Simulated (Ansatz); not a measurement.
Input

```
crystal:
  periodic: [false, false, false]
  atoms:
    - symbol: C
      position_ang: [-1.650010, -0.998076, -1.424500]
    - symbol: C
      position_ang: [-1.451822, -0.115076, -2.656805]
    - symbol: C
      position_ang: [1.743077, 1.209473, -1.546378]
    - symbol: Cl
      position_ang: [-1.365397, 2.613809, -0.309149]
    - symbol: Sn
      position_ang: [-0.266605, 1.657292, -2.213179]
    - symbol: H
      position_ang: [-0.686995, -1.393488, -1.039469]
    - symbol: H
      position_ang: [-2.127698, -0.433839, -0.597897]
    - symbol: H
      position_ang: [-2.295072, -1.873107, -1.651997]
    - symbol: H
      position_ang: [-0.934307, -0.652933, -3.479153]
    - symbol: H
      position_ang: [-2.417793, 0.248785, -3.062576]
    - symbol: H
      position_ang: [-0.312799, 2.879361, -3.444513]
    - symbol: H
      position_ang: [2.205821, 2.123341, -1.129190]
    - symbol: H
      position_ang: [2.350010, 0.843840, -2.397489]
    - symbol: H
      position_ang: [1.700159, 0.430537, -0.761854]
basis:
  gaussian:
    orbitals: def2-SVPD
total_charge: 0
hamiltonian:
  xc: {name: PBE0}
output:
  forces: true
  orbitals: {seedname: orbitals}
```

Command:

```sh
ansatz run input.yaml --threads 2 --pin off --max-ram 4350MiB --events-out events.jsonl --progress --plain --runs-dir runs
```

Geometry: PBE-D3(BJ)/def2-SVP; core potentials replace the inner electrons of Sn.

Level of theory: isolated molecule in a Gaussian basis; Kohn-Sham density functional theory, functional PBE0 (Ansatz).

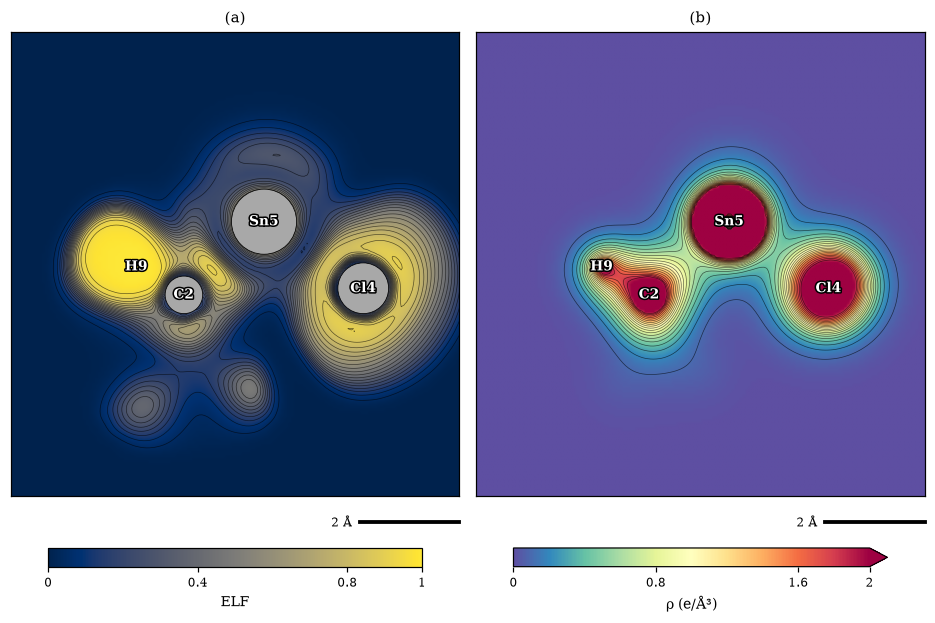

C3H9ClSn. (a) ELF; (b) electron density on the plane of atoms C2, Sn5 and Cl4. Grey discs cover the atomic cores in the ELF map.

What does the map show?

The section cuts through C, Cl, Sn and H sites. C–Sn (2.18 Å): ρ at the midpoint is about 0.67 e/Å³; the ELF peaks at about 0.90 in the valence shell of C, 0.8 Å from its nucleus, and drops to about 0.20 between the two atoms. Sn–Cl (2.40 Å): ρ at the midpoint is about 0.5 e/Å³; the ELF peaks at about 0.85 in the valence shell of Cl, 0.8 Å from its nucleus, and drops to about 0.15 between the two atoms. C–H (1.11 Å): ρ is about 1.8 e/Å³ halfway; the ELF climbs to about 1 towards the hydrogen, as it does in any bond to H; an ordinary covalent bond to hydrogen. The ELF also peaks beside Cl4, away from the bonds: lone-pair regions.
